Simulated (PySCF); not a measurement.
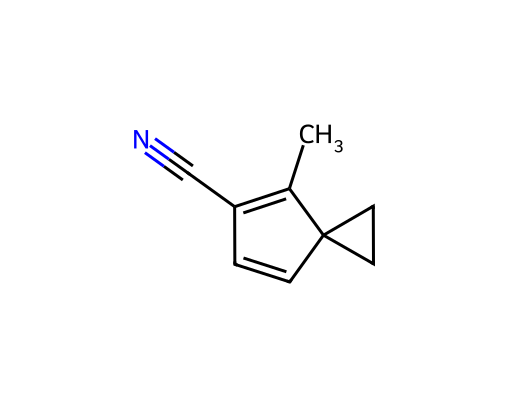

The computed structure is the end point of a GFN2-xTB optimisation. No frequency run is at hand to confirm it as a minimum. Level of theory: PBE0/pcSseg-1, gas phase (PySCF 2.14.0).

Q: Estimate the LUMO energy (Kohn–Sham orbital).

A: −1.46 eV.

Q: Estimate the dipole moment.

A: 5.81 D.

Q: Give the HOMO energy (Kohn–Sham orbital) at this level.

A: −6.63 eV.
